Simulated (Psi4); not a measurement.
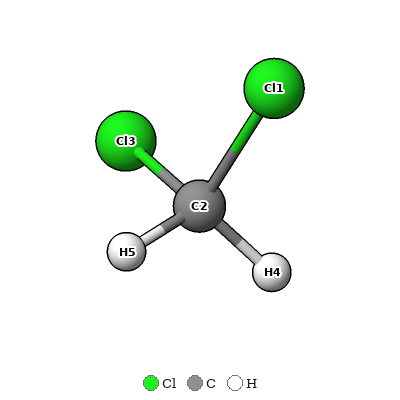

Geometry used (CH₂Cl₂, SMILES ClCCl).

Unscaled harmonic wavenumbers and double-harmonic intensities, B3LYP/cc-pVTZ, Psi4, at a geometry relaxed at this level, isolated molecule.

**Predict the infrared spectrum.**

The most intense lines lie at 717.4 cm⁻¹ (150.5 km/mol), 1286.4 cm⁻¹ (39.7 km/mol) and 699.4 cm⁻¹ (12.9 km/mol). It has no imaginary mode, so it is a minimum.

| cm⁻¹ | km/mol |
| --- | --- |
| 277.9 | 0.5 |
| 699.4 | 12.9 |
| 717.4 | 150.5 |
| 900.4 | 1.4 |
| 1170.2 | 0.0 |
| 1286.4 | 39.7 |
| 1462.1 | 0.0 |
| 3121.1 | 7.3 |
| 3197.2 | 0.0 |

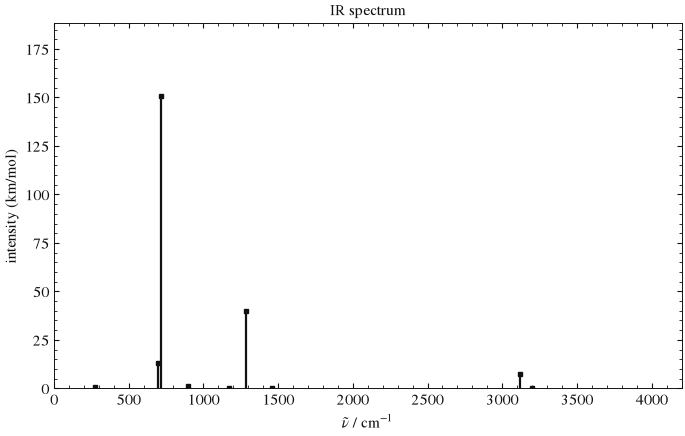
